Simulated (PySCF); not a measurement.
Ga(H)2(Me)(HOMe), C2H9GaO, singlet, PBE0/def2-SVP optimised geometry. Atoms within 1.6 Å of the plane z = 0.0 Å (x, y, z in Å): Ga1 (-0.69, -2.01, 0.00), H2 (0.90, -2.01, 0.00), H3 (-1.41, -2.17, 1.40), C8 (-0.02, 0.96, -0.71), O9 (-0.93, 0.14, 0.00), H10 (-0.36, 2.01, -0.71), H12 (1.00, 0.90, -0.30), H13 (-1.00, 0.44, 0.92).

Level of theory: PBE0/def2-TZVP run with PySCF. Cells within 0.4 Å of a nucleus heavier than hydrogen are left out (blank, or x).

Map of the electron localisation function on the plane z = 0.0 Å:

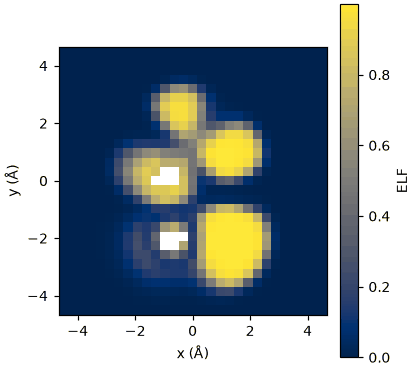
Figure. Electron localisation function on the plane z = 0.0 Å.
